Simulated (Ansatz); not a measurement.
# Cl$_{3}$F$_{2}$HMo···HCl: what the fields show

Input file:

```
crystal:
  periodic: [false, false, false]
  atoms:
    - { symbol: Mo, position_ang: [-0.147109, 0.173853, -0.367732] }
    - { symbol: Cl, position_ang: [0.946396, 0.739363, 2.93932] }
    - { symbol: Cl, position_ang: [2.215892, -0.16868, -0.002319] }
    - { symbol: Cl, position_ang: [-0.746986, 2.371024, -0.186248] }
    - { symbol: Cl, position_ang: [-2.322399, -0.332985, -0.985744] }
    - { symbol: F, position_ang: [-0.310641, -1.28317, 0.751084] }
    - { symbol: F, position_ang: [0.480905, 0.354543, -2.095816] }
    - { symbol: H, position_ang: [0.408725, 0.882327, 1.012572] }
    - { symbol: H, position_ang: [1.827817, 0.254524, 2.036883] }
basis:
  gaussian: { orbitals: def2-SVP }
hamiltonian:
  xc: pbe
relax:
  f_tol: 0.03
  max_steps: 50
output:
  orbitals: {}
```

Run with:

```sh
ansatz run input.yaml --threads 4 --pin off --max-ram 5120MiB --backend cpu --events-out ev --progress --plain --runs-dir out
```

The fields are those of the run's last geometry, not of the input's.

Core potentials replace the inner electrons of Mo.

The calculation used Ansatz 0.2.0, RKS PBE/def2-SVP.

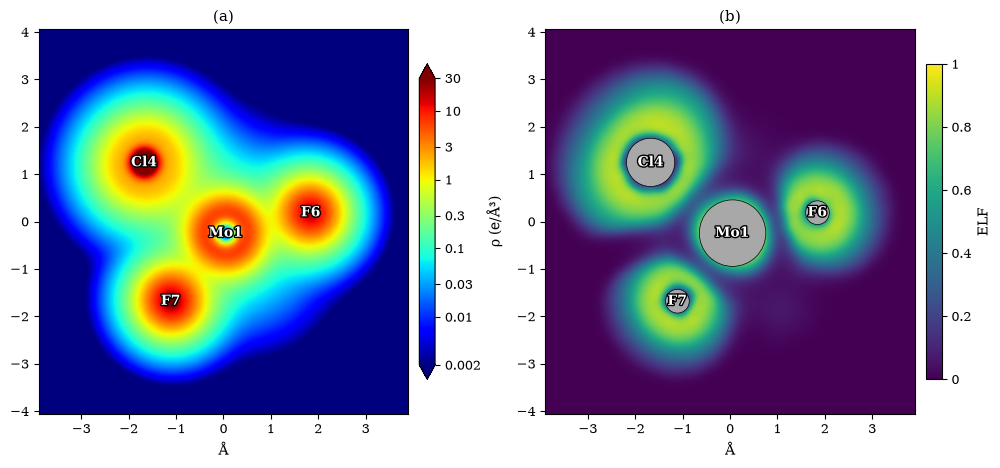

Figure 1. (a) electron density; (b) electron localisation function on the plane of atoms Cl4, Mo1 and F7. Grey discs cover the atomic cores in the ELF map.

**What do the fields say about this system?**

- Atoms in the plane: Mo, Cl and F.
- Mo–F (1.85 Å): ρ is about 1.1 e/Å³ halfway; the ELF peaks at about 0.80 in the valence shell of F, 0.5 Å from its nucleus, and drops to about 0.25 between the two atoms.
- Mo–Cl (2.28 Å): the density is about 0.67 e/Å³ at the midpoint; the ELF peaks at about 0.85 in the valence shell of Cl, 0.8 Å from its nucleus, and is about 0.40 at the midpoint.

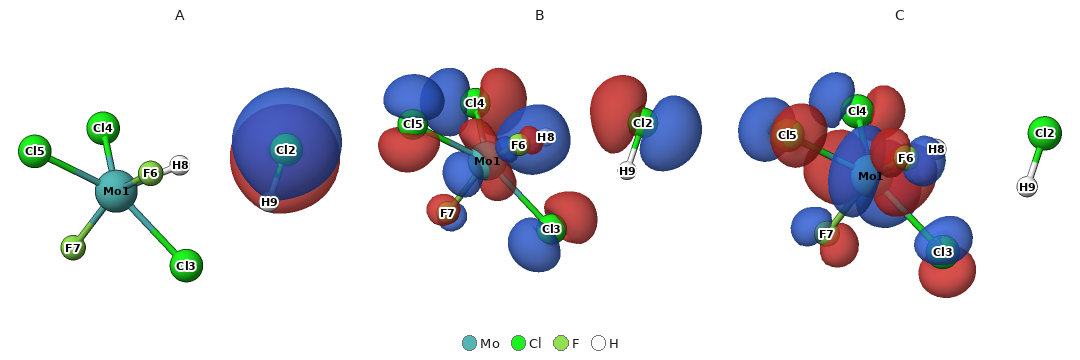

Figure 2. Three frontier orbitals at ±0.1 Å⁻³ᐟ² (blue and red are the two phases), in no order.

**Order the three orbitals by energy and name them.**

A is the HOMO−1 (−7.77 eV). Its weight (Hirshfeld) is mainly on Cl2 (about 95 %); largely a lone pair of Cl2. B is the HOMO (−7.39 eV). Its weight (Hirshfeld) is mainly on Cl2 (about 30 %), Mo1 (about 20 %), Cl4 (about 15 %), Cl5 (about 10 %), Cl3 (about 10 %) and H8 (about 10 %). C is the LUMO (−5.84 eV). Its weight (Hirshfeld) is mainly on Mo1 (about 60 %), Cl5 (about 10 %), F6 (about 5 %), Cl4 (about 5 %) and Cl3 (about 5 %).

**What is the HOMO–LUMO gap?**

1.55 eV between the orbital energies.

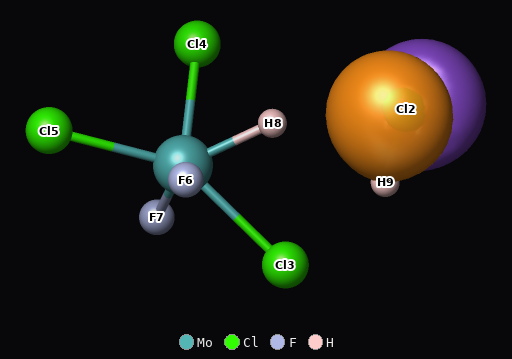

Figure 3. The HOMO−1 at ±0.15 Å⁻³ᐟ² (orange and purple are the two phases), seen at a tilt.

**Where does this orbital lie, and at what energy?**

By Hirshfeld shares it lies mainly on Cl2 (about 95 %); largely a lone pair of Cl2. Its energy is −7.77 eV.
